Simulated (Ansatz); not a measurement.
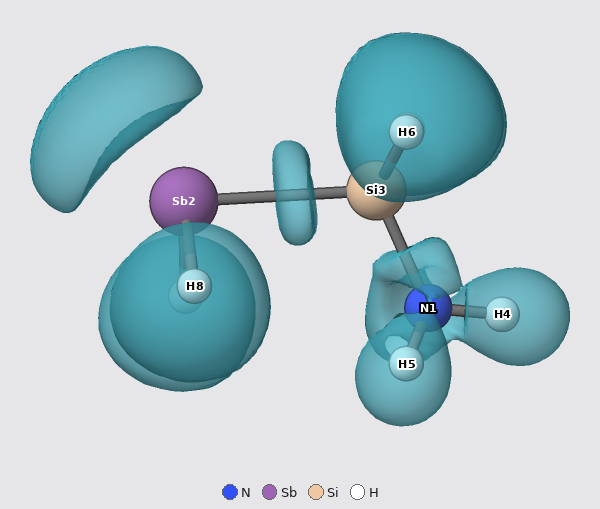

The picture shows: H$_{6}$NSbSi (SMILES N[SiH2][SbH2]). Isosurface of the electron localisation function at 0.8 (cyan), seen across its widest extent. Core shells and regions of very low density are left out.

Geometry: r2SCAN-D4/def2-SVP; core potentials replace the inner electrons of Sb.

Level of theory: isolated molecule in a Gaussian basis; Kohn-Sham density functional theory, functional PBE0 in Ansatz.

The calculation's input:

```
crystal:
  periodic: [false, false, false]
  atoms:
    - {symbol: N, position_ang: [-2.875950, -0.111164, -1.343183]}
    - {symbol: Sb, position_ang: [-0.420553, 1.149458, 0.947092]}
    - {symbol: Si, position_ang: [-2.485887, 1.401945, -0.591545]}
    - {symbol: H, position_ang: [-3.754474, -0.204996, -1.846594]}
    - {symbol: H, position_ang: [-2.142117, -0.637144, -1.808359]}
    - {symbol: H, position_ang: [-2.164426, 2.551799, -1.508846]}
    - {symbol: H, position_ang: [-3.672058, 1.821857, 0.215377]}
    - {symbol: H, position_ang: [0.453998, 0.487047, -0.378639]}
    - {symbol: H, position_ang: [-0.949485, -0.417330, 1.409975]}
basis:
  gaussian: {orbitals: def2-TZVPD}
hamiltonian: {xc: {name: PBE0}}
output: {forces: true, orbitals: {seedname: orbitals}}
```

Command:

```sh
ansatz run input.yaml --threads 2 --pin off --max-ram 4350MiB --events-out events.jsonl --progress --plain --runs-dir runs
```

Describe the localisation domains.

Answer. At this value the surface marks out one region between bonded Sb–Si atoms (shared pairs), four regions around hydrogen nuclei, one lobe on Sb, pointing away from the bonds (lone pairs) and one joined region spread over several atoms (H, N), in which their bonds and any lone pairs are merged. Profiles from the grid: Si–N (1.73 Å): the ELF peaks at about 0.90 between the atoms, as expected for a shared but strongly polarised pair. Si–Sb (2.59 Å): the ELF peaks at about 0.95 between the atoms, as expected for a shared electron pair.
